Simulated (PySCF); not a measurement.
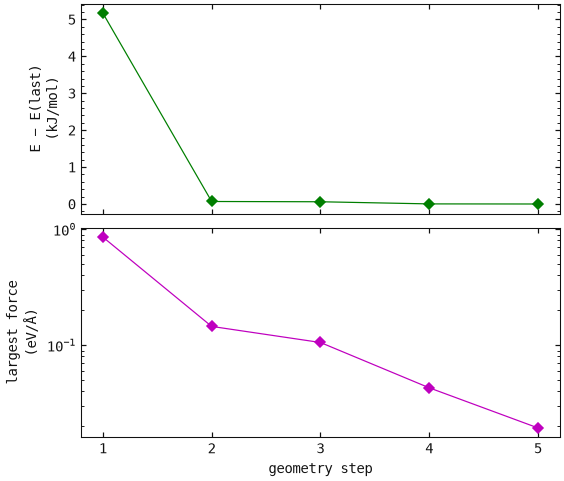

History of a geometry optimisation.

- system: C₅H₄Cl (SMILES Cl[c-]1cccc1) (charge −1)
- method: PBE0-D3(BJ)/def2-SVP, geometry optimisation (PySCF)

How did the optimisation end?

Answer. The optimisation met its thresholds at geometry 5, counting the start as the first. The energy fell by about 5.2 kJ/mol from the first step to the last. The largest force goes from about 0.85 eV/Å at the start to 0.019 eV/Å at the end.
